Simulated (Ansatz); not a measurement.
**CH3BFNO: basis-set convergence**

Aim: see how fast density functionals converge with the basis set for CH3BFNO.

Program: Ansatz 0.2.0, Gaussian basis. Level of theory: one geometry, several basis sets. These are calculated values, not measurements.

Levels to be run: PBE0-D4/def2-SVP; ωB97M-V/def2-SVP; PBE0-D4/def2-QZVPP; ωB97M-V/def2-QZVPP; the functionals' def2-TZVPP values are taken from earlier runs.

**1. The relaxed structure**

All runs share one geometry, relaxed beforehand with PBE0-D4 in a triple-zeta def2 set.

SMILES `OC1(F)BN1`, 8 atoms, charge 0, spin multiplicity 1.

Atoms are counted from 1 here; the program's logs count them from 0.

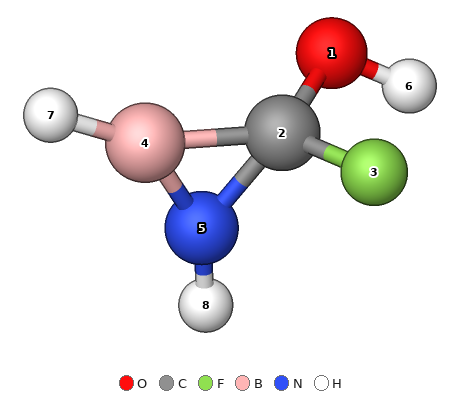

The structure; oxygen red, carbon grey, fluorine green, boron pink, nitrogen blue, hydrogen white; atoms are numbered from 1 in the order of the file.

**2. PBE0-D4 in def2-SVP**

File in.yaml:

```yaml
crystal:
  periodic: [false, false, false]
  atoms:
    - {symbol: O, position_ang: [0.033888, 1.390710, 0.753994]}
    - {symbol: C, position_ang: [0.378583, 0.245219, 0.095235]}
    - {symbol: F, position_ang: [1.509268, 0.489522, -0.658085]}
    - {symbol: B, position_ang: [-0.057012, -1.180217, 0.478477]}
    - {symbol: N, position_ang: [-0.602151, -0.523370, -0.582662]}
    - {symbol: H, position_ang: [0.121475, 2.134061, 0.144941]}
    - {symbol: H, position_ang: [-0.076632, -2.192089, 1.088801]}
    - {symbol: H, position_ang: [-1.215316, -0.420835, -1.376402]}
basis:
  gaussian: {orbitals: def2-SVP}
hamiltonian: {xc: pbe0, dispersion: d4}
output: {orbitals: {seedname: orbitals}}
```

Run with:

```sh
$ ansatz run in.yaml --threads 2 --pin off --events-out ev --progress --plain --max-ram 4352MiB
```

Further steps of the session: ωB97M-V in def2-SVP; PBE0-D4 in def2-QZVPP; ωB97M-V in def2-QZVPP.

**Question.** What will the summary of the whole plan be? Wanted: PBE0-D4: double and triple zeta above quadruple; ωB97M-V: double and triple zeta above quadruple.

The runs gave:

| quantity | value |
| --- | --- |
| PBE0-D4: double and triple zeta above quadruple | 9.81, 0.44 eV |
| ωB97M-V: double and triple zeta above quadruple | 10.02, 0.41 eV |

What this shows: PBE0-D4 gains 9.37 eV from double to triple zeta, then 0.44 eV more. Total energies overstate the basis error of differences, where much of it tends to cancel. The LUMO of ωB97M-V is positive and keeps falling with the basis (2.15 to 1.42 eV): an unbound level that the basis holds in place.
